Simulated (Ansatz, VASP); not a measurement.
## AlPt in two plane-wave programs

One calculation is typed for both programs; each brings its own data sets and cutoff. How far apart do they land?

Main program and level: Ansatz 0.2.0; plane waves, with VASP 6.6.1 beside it; single point at LDA.

## 1. Set-up

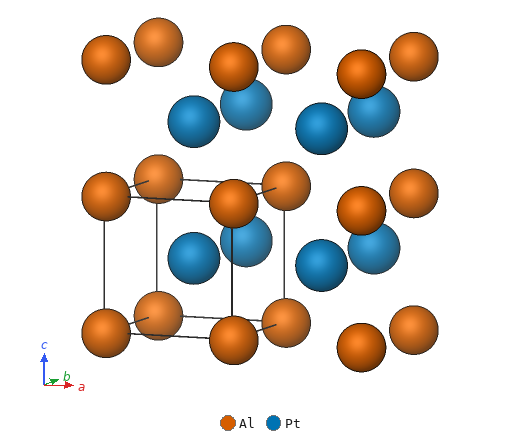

Start, viewed slightly off an axis; aluminium orange, platinum blue. 2×2×2 cells are drawn. Some periodic images of atoms are drawn too.

Structure file:

```xyz
2
Lattice="3.0915 0.0000 0.0000 0.0000 3.0915 0.0000 0.0000 0.0000 3.0915" Properties=species:S:1:pos:R:3 pbc="T T T"
Al    0.0194    0.0609   -0.0288
Pt    1.5427    1.5294    1.5577
```

## 2. VASP: single point, LDA

With cell and atoms fixed, the geometry can't cause a difference; cores, projectors, grids and the points listed under the comparison can.

Lines of VASP's logs that name or quote its potential files are left out, and so is its time.

The input, INCAR:

```
SYSTEM = AlPt
PREC = Accurate
ENCUT = 400
EDIFF = 1E-06
NELM = 100
ISMEAR = 0
SIGMA = 0.01
LREAL = .FALSE.
ALGO = Normal
GGA = CA
NBANDS = 12
LASPH = .TRUE.
LORBIT = 11
LWAVE = .FALSE.
LCHARG = .FALSE.
KPAR = 2
ISIF = 2
```

The input, POSCAR:

```
AlPt
1.0
    3.0915460000      0.0000000000      0.0000000000
    0.0000000000      3.0915460000      0.0000000000
    0.0000000000      0.0000000000      3.0915460000
Al Pt
1 1
Direct
    0.0062850000      0.0196950000     -0.0093260000
    0.4990160000      0.4947180000      0.5038540000
```

The input, KPOINTS:

```
Automatic mesh
0
Gamma
7 7 7
0 0 0
```

The projector-augmented-wave data sets are Al and Pt (PBE family, release 64).

On the command line:

```sh
$ mpirun -np 2 vasp_std
```

Numbers of over 12 decimals in the logs are rounded to 6 here.

The program printed:

```text
[banner, memory and clock lines left out]
running    2 mpi-ranks, on    1 nodes
 distrk:  each k-point on    1 cores,    2 groups
 distr:  one band on    1 cores,    1 groups

 POSCAR found type information on POSCAR AlPt
 POSCAR found :  2 types and       2 ions
|                                                                             |
|               ----> ADVICE to this user running VASP <----                  |
|                                                                             |
|     You enforced a specific xc type in the INCAR file but a different       |
|     [... a line on the potential file left out ...]
|     I HOPE YOU KNOW WHAT YOU ARE DOING!                                     |
|                                                                             |

 LDA part: xc-table for (Slater(with rela. corr.)+CA(PZ))
 , standard interpolation
 POSCAR, INCAR and KPOINTS ok, starting setup
 FFT: planning ... GRIDC
 FFT: planning ... GRID_SOFT
 FFT: planning ... GRID
 WAVECAR not read
 entering main loop
       N       E                     dE             d eps       ncg     rms          rms(c)
DAV:   1     0.304298712070E+02    0.30430E+02   -0.48065E+03  4496   0.708E+02
DAV:   2    -0.133622598604E+02   -0.43792E+02   -0.40363E+02  4788   0.154E+02
DAV:   3    -0.142535514836E+02   -0.89129E+00   -0.88749E+00  4908   0.203E+01
DAV:   4    -0.142583186585E+02   -0.47672E-02   -0.47666E-02  4608   0.185E+00
DAV:   5    -0.142583699169E+02   -0.51258E-04   -0.51258E-04  4928   0.197E-01    0.110E+01
DAV:   6    -0.136683566373E+02    0.59001E+00   -0.29219E+00  4348   0.135E+01    0.351E+00
DAV:   7    -0.136090130728E+02    0.59344E-01   -0.92977E-02  4336   0.247E+00    0.225E+00
DAV:   8    -0.135850612270E+02    0.23952E-01   -0.23910E-02  4768   0.112E+00    0.255E-01
DAV:   9    -0.135848955860E+02    0.16564E-03   -0.58673E-04  4464   0.182E-01    0.102E-01
DAV:  10    -0.135848718847E+02    0.23701E-04   -0.74213E-05  4936   0.729E-02    0.132E-02
DAV:  11    -0.135848709668E+02    0.91794E-06   -0.42731E-06  4472   0.142E-02
   1 F= -.13584871E+02 E0= -.13584780E+02  d E =-.182662E-03
```

OUTCAR, selected parts (step 2):

```text
ion  position               nearest neighbor table
   1  0.006  0.020  0.991-   2 2.60   2 2.62   2 2.64   2 2.67   2 2.69   2 2.71   2 2.73   2 2.76

  LATTYP: Found a simple cubic cell.
 ALAT       =     3.0915460000

 Subroutine GETGRP returns: Found  1 space group operations
 (whereof  1 operations were pure point group operations)

The static configuration has the point symmetry C_1 .

 Found    172 irreducible k-points:

   k-points           NKPTS =    172   k-points in BZ     NKDIM =    172   number of bands    NBANDS=     12

   dimension x,y,z NGX =    20 NGY =   20 NGZ =   20
   dimension x,y,z NGXF=    40 NGYF=   40 NGZF=   40

   ENCUT  =  400.0 eV  29.40 Ry    5.42 a.u.   5.04  5.04  5.04*2*pi/ulx,y,z

   NELECT =      13.0000    total number of electrons

 k-points in reciprocal lattice and weights: Automatic mesh
   0.00000000  0.00000000  0.00000000       0.003
   0.14285714  0.00000000  0.00000000       0.006
   0.00000000  0.14285714  0.00000000       0.006
   0.00000000  0.00000000  0.14285714       0.006
   0.28571429  0.00000000  0.00000000       0.006
   0.00000000  0.28571429  0.00000000       0.006
   0.00000000  0.00000000  0.28571429       0.006
   0.42857143  0.00000000  0.00000000       0.006
   0.00000000  0.42857143  0.00000000       0.006
[...]
-0.42857143 -0.42857143  0.42857143       0.006
   0.42857143 -0.42857143  0.42857143       0.006

 average (electrostatic) potential at core
       1 -69.8446       2 -63.7332

 E-fermi :  10.7954

 k-point     1 :       0.0000    0.0000    0.0000
  band No.  band energies     occupation
    ...
      2       4.9108      2.00000
      3       4.9120      2.00000
      4       7.8610      2.00000
      5       7.8726      2.00000
      6       7.8754      2.00000
      7      14.3397      0.00000
      8      14.3401      0.00000
      9      14.3537      0.00000
     10      19.6398      0.00000
     11      19.6551      0.00000
    ...

 k-point     2 :       0.1429    0.0000    0.0000
  band No.  band energies     occupation
    ...
      2       5.0116      2.00000
      3       5.0278      2.00000
      4       7.5276      2.00000
      5       7.5403      2.00000
      6       7.9084      2.00000
      7      12.5830      0.00000
      8      14.9903      0.00000
      9      15.0145      0.00000
     10      18.9894      0.00000
     11      19.8947      0.00000
    ...

 k-point     3 :       0.0000    0.1429    0.0000
  band No.  band energies     occupation
    ...
      2       5.0105      2.00000
      3       5.0288      2.00000
      4       7.5356      2.00000
      5       7.5386      2.00000
      6       7.9027      2.00000
      7      12.5938      0.00000
      8      14.9875      0.00000
      9      14.9949      0.00000
     10      19.0035      0.00000
     11      19.9185      0.00000
    ...

  Total       -1.5121760     -1.5855546     -1.5323566      0.0557435     -0.0965197     -0.0347824
  in kB      -81.9946998    -85.9735098    -83.0889540      3.0225787     -5.2335886     -1.8860060
  external PRESSURE =     -83.6857212 kB  Pullay stress =       0.0000000 kB

  energy-cutoff  :      400.00
  volume of cell :       29.55
      direct lattice vectors                 reciprocal lattice vectors
     3.091546000  0.000000000  0.000000000     0.323462759  0.000000000  0.000000000
     0.000000000  3.091546000  0.000000000     0.000000000  0.323462759  0.000000000
     0.000000000  0.000000000  3.091546000     0.000000000  0.000000000  0.323462759

 POSITION                                       TOTAL-FORCE (eV/Angst)
 -----------------------------------------------------------------------------------
      0.01943      0.06089      3.06271        -0.075812     -0.255703      0.137152
      1.54273      1.52944      1.55769         0.075812      0.255703     -0.137152
 -----------------------------------------------------------------------------------
    total drift:                                0.000241      0.000795     -0.000427

  FREE ENERGIE OF THE ION-ELECTRON SYSTEM (eV)
  ---------------------------------------------------
  free  energy   TOTEN  =       -13.5848709668 eV

  energy  without entropy=      -13.5846883043  energy(sigma->0) =      -13.58477964

 total charge
# of ion       s       p       d       tot
------------------------------------------
    1        0.348   0.365   0.000   0.713
    2        0.684   0.582   8.220   9.486
--------------------------------------------------
tot          1.032   0.947   8.220  10.199

[... 3 further parts left out ...]
```

The run ends at a pressure of -8.37 GPa, with forces up to 0.30 eV/Å.

## 3. Ansatz: single point, LDA

Ansatz runs on its default PAW (the set named soft_2) files.

The same cell, functional (in two slightly different forms), mesh and smearing now go to Ansatz, which takes its cutoff from its data sets.

The input, input.yaml:

```yaml
crystal:
  lattice:
    - [3.091546, 0.0, 0.0]
    - [0.0, 3.091546, 0.0]
    - [0.0, 0.0, 3.091546]
  atoms:
    - { symbol: Al, position: [0.006285, 0.019695, -0.009326] }
    - { symbol: Pt, position: [0.499016, 0.494718, 0.503854] }
hamiltonian:
  xc: lda
  pseudopotentials: { kind: paw }
kpoints:
  mp_grid: { grid: [7, 7, 7] }
scf:
  occupations: { method: gaussian, width: 0.01 }
  n_extra_bands: 4
output:
  forces: true
  stress: true
  eigenvalues: true
```

On the command line:

```sh
$ ansatz run input.yaml --threads 2 --pin off --max-ram 4608MiB --backend cpu --events-out ev --progress --plain --runs-dir out
```

The program printed:

```text
scf.n_extra_bands = 4 over 11 filled bands (N_el = 21.0): the run solves 15 bands
Engine: ansatz 0.2.0, x86_64-unknown-linux-gnu
Pseudopotentials: kind: paw
Pseudopotential: Al, paw, valence charge 3, recommended cutoff 420 eV (normal), Al.paw.azcp
Pseudopotential: Pt, paw, valence charge 18, recommended cutoff 420 eV (normal), Pt.paw.azcp
Functional definition: SPW92
  exchange = slater_x
  correlation = pw_c
Crystal: 2 atoms, lattice volume = 29.548 Å³
Basis set: ecut = 420 eV, 587 PW (Γ)
Bands: 15, of which v1, the nominal top of the filled ones, is band 11 counted from 1 (10 counted from 0)
Symmetry: 1 space group operations
Space group: P1 (ITA 1), of the structure as read, at distance tolerance 3.1e-5 Å
k-points: 172 of 343 (time reversal used)
Non-local potential: Al, projectors of the file, l = 0: 2, l = 1: 2, l = 2: 1
Non-local potential: Pt, projectors of the file, l = 0: 3, l = 1: 2, l = 2: 2, l = 3: 1
PAW form: soft (Blöchl's): semilocal exchange-correlation on the pseudo side does not see the compensation charge
PAW frozen core: Al, regenerated for the run's functional, and the local potential with it (the file was generated under x = pbe(κ = 0.804, μ = 0.219515), c = pbe(β = 0.066725))
PAW frozen core: Pt, regenerated for the run's functional, and the local potential with it (the file was generated under x = pbe(κ = 0.804, μ = 0.219515), c = pbe(β = 0.066725))
PAW one-centre angular grid: Al, 110 points (default); XC on 64 Gauss nodes
PAW one-centre angular grid: Pt, 590 points (default); XC on 64 Gauss nodes
Initial density: superposition of atomic densities (neutral atoms: chi_scale 0, normalization atom), corrected by the library's trained network
Initial wavefunctions: pseudopotential atomic-orbital guess
Functional: x = slater, c = lda
SCF iter   1: F=—  HF=-12759.728410 eV  |F-HF|=—  |Δ(HF+E_count)|=         —  Δρ=4.21e-3  dr2=1.76e-3  ethr=1.77e-3  ⟨swp⟩=5.7  Hψ=13004  notcnv=0
preconditioner: auto → none  [metal: Δε(μ)=0.002 eV  Ē_g=10.215 eV  σ=0.010 eV  W_gap=0.09  n_scr=6 (ndim 8)  ℏωp=24.6 eV  f_vac=0.000  D(μ)=3.50/eV (n_scr^D=56)  sad-step TF]
SCF iter   2: F=—  HF=-12759.729055 eV  |F-HF|=—  |Δ(HF+E_count)|=   6.45e-4  Δρ=2.45e-3  dr2=8.39e-4  ethr=8.39e-6  ⟨swp⟩=2.1  Hψ=5366  notcnv=0  defer=22
SCF iter   3: F=—  HF=-12759.728938 eV  |F-HF|=—  |Δ(HF+E_count)|=   1.17e-4  Δρ=3.55e-4  dr2=2.07e-5  ethr=3.99e-6  ⟨swp⟩=2.9  Hψ=4900  notcnv=0  defer=22
SCF iter   4: F=—  HF=-12759.728931 eV  |F-HF|=—  |Δ(HF+E_count)|=   6.92e-6  Δρ=8.95e-5  dr2=2.94e-6  ethr=9.85e-8  ⟨swp⟩=2.0  Hψ=4321  notcnv=0  defer=22
SCF iter   5: F=—  HF=-12759.728931 eV  |F-HF|=—  |Δ(HF+E_count)|=   5.72e-7  Δρ=4.11e-5  dr2=5.87e-7  ethr=1.40e-8  ⟨swp⟩=1.1  Hψ=2555  notcnv=0  defer=22
SCF iter   6: F=-12759.728930 eV  HF=-12759.728931 eV  |F-HF|=2.77e-8  |Δ(HF+E_count)|=   1.42e-7  Δρ=1.14e-5  dr2=3.11e-8  ethr=4.76e-10  ⟨swp⟩=3.8  Hψ=10154  notcnv=0
SCF 1 converged in 6 iterations: F = -12759.728930 eV  dr2 = 3.11e-8
  greatest PAW one-centre occupation: 1.000 electrons in one spin orbital (limit 2), on the Pt atom at site 1 (counted from 0), in its partial waves of l = 0
SCF converged after 6 iterations
Free energy (F): -12759.728930 eV
Harris-Foulkes:  -12759.728931 eV  (|F-HF|=2.77e-8)
Internal energy: -12759.728748 eV  (E = F + TS)
E sigma→0 (E₀):  -12759.728839 eV
Entropy (-TS):   -0.000183 eV (-0.091 meV/atom)
Fermi energy:    16.882822 eV
--- Per-component energies (eV) ---
  E_band       = -226.422660
  E_kinetic    = 665.034874
  E_local      = -2161.018246  (includes V_loc(G=0)·N_el)
  E_nonlocal   = 216.381292
  E_hartree    = 843.563139
  E_xc         = -301.461297
  E_vxc        = -334.368272  (∫ρ·V_xc dr)
  E_paw        = -9621.127224  (= ΣΔE_a)
  E_vpaw       = -299.569641  (= ΣTr[D̂ρ^β])
  E_aug_tail   = 0.000174  (compensation charges beyond the density's cutoff)
  E_ewald      = -2401.621047
  E_core_change = 0.519586  (= ΣΔE_core)
  E_smearing   = -0.000183  (= −TS)
  E_closure    = -0.000000  (closes the sum)
  Σ components = -12759.728930   (vs F -12759.728930, Δ=0.00e0)
--- Forces (eV/Å), atoms counted from 1 ---
  atom   1  Al    -0.07108087    -0.23973979     0.12860405
  atom   2  Pt     0.07109985     0.23980918    -0.12864250
  max |Σ_I F_I| component: 6.94e-5 eV/Å
--- Stress (GPa, compression-positive) ---
       -9.337807       0.296707      -0.186107
        0.296707      -9.723917      -0.512719
       -0.186106      -0.512719      -9.444753
  P = ⅓ Tr σ = -9.5022 GPa (-95.022 kbar)
--- Band table (eV; the first three rows and the last of 172) ---
  k-point 0: bands = [... 7 lower, 13.9606, 13.9722, 13.9749, 20.4405, 20.4408, 20.4544, 25.6626, 25.6773]
  k-point 1: bands = [... 7 lower, 13.6316, 13.6413, 14.0071, 18.6795, 21.0854, 21.1065, 25.0260, 25.9373]
  k-point 2: bands = [... 7 lower, 13.0155, 13.0272, 14.0885, 16.5147, 22.6365, 22.6505, 23.7867, 26.3317]
  k-point 171: bands = [... 7 lower, 12.1613, 13.3505, 13.5651, 15.9162, 22.2463, 22.4617, 24.3478, 24.5440]
```

Wall time 2.4 s (2 threads of AMD EPYC 7B13 (Zen 3), shared host); peak memory 0.43 GiB.

In the SCF lines HF is the Harris–Foulkes energy and dr2 the Hartree energy of the density residual, in eV; the loop may stop once dr2 is under the threshold and the program's other checks hold. Hψ counts applications of the Hamiltonian.

The run ends at a pressure of -9.50 GPa, with forces up to 0.28 eV/Å.

## 4. Comparison

Known differences besides the PAW data sets themselves: the two LDA forms differ slightly; the data sets hold 21 valence electrons in Ansatz (default PAW (the set named soft_2) files) and 13 in VASP; the cutoff is 420 eV in Ansatz and 400 eV in VASP; Ansatz makes its cores anew for this functional, VASP keeps those of its PBE data sets. Total energies have different zeros and are not compared.

Both answers:

```csv
quantity,Ansatz,VASP,difference
pressure (GPa),-9.50,-8.37,-1.13
```

Forces (eV/Å; atoms numbered as in POSCAR):

```csv
atom,"Ansatz x, y, z","VASP x, y, z"
Al1,"-0.071, -0.240, 0.129","-0.076, -0.256, 0.137"
Pt2,"0.071, 0.240, -0.129","0.076, 0.256, -0.137"
```

The forces differ by 11 meV/Å r.m.s., which is 6.2 % of the r.m.s. force of 0.17 eV/Å (both taken over all components). Ansatz's pressure holds a Pulay correction of 0.05 GPa; VASP's holds none.

## 5. Looking for the cause

The difference is large enough to ask for its cause, so further runs change the set-up of one program at a time, as the table lists.

```csv
run,difference in pressure (GPa)
as above,-1.1
"cores kept as stored, as VASP does, whose cores stay as stored",-0.85
Ansatz's all-electron LAPW method,-1.1
Ansatz's larger PAW set (cutoff 1050 eV),-1.1
norm-conserving potentials (cutoff 1143 eV),-1.5
```

## 6. Outcome

```json
{
 "difference in pressure (single point, LDA)": "-1.1 GPa",
 "r.m.s. force difference (single point, LDA)": "11 meV/Å"
}
```

In words: The difference in pressure is -1.1 GPa (single point, LDA), beyond the 1 GPa picked in this series as the mark of a large difference. For single point, LDA: no further run halves the difference in pressure; only Ansatz's side was varied. The all-electron run, which needs no data set, lies 1.1 GPa from VASP and 0.048 GPa from Ansatz's PAW result, so it sides with Ansatz. Differences of this kind measure data sets and numerical settings, not the functional's error against experiment.

[Lines on the potential files, build, host, timing and source positions are cut from VASP's logs without a mark.]

[Logs are printed without paths, hosts, clocks, repeated set-up lines and the standing remarks that a program may print on its own settings, such as how far it seeks lower states.]

[Hosts, paths, dates, database ids (printed as entryN), source tags and the programs' standing remarks are cut or masked in the printed files.]
